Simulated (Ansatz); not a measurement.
```xyz
7

Si   -1.2416    0.0387    0.6958
C     0.3204    0.9284    0.1939
O     1.1965    0.0785   -0.2806
S     0.2904   -1.2898   -0.7727
H    -2.2245    0.5062   -0.3440
H     0.7736    1.9062    0.4221
H     0.8852   -2.1681    0.0854
```

Method: Ansatz 0.2.0, RKS PBE0-D4/def2-SVP.

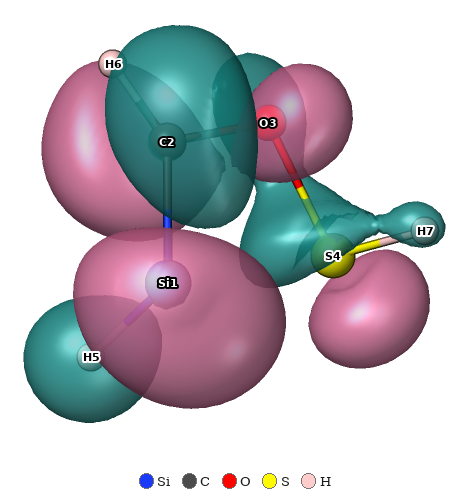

CH3OSSi (charge +1). The LUMO at ±0.1 Å⁻³ᐟ² (teal and pink are the two phases), seen at a tilt.

> Describe this orbital and give its energy.

By Hirshfeld shares it lies mainly on C2 (about 40 %), Si1 (about 25 %), O3 (about 15 %) and S4 (about 10 %). Its energy is −8.26 eV.
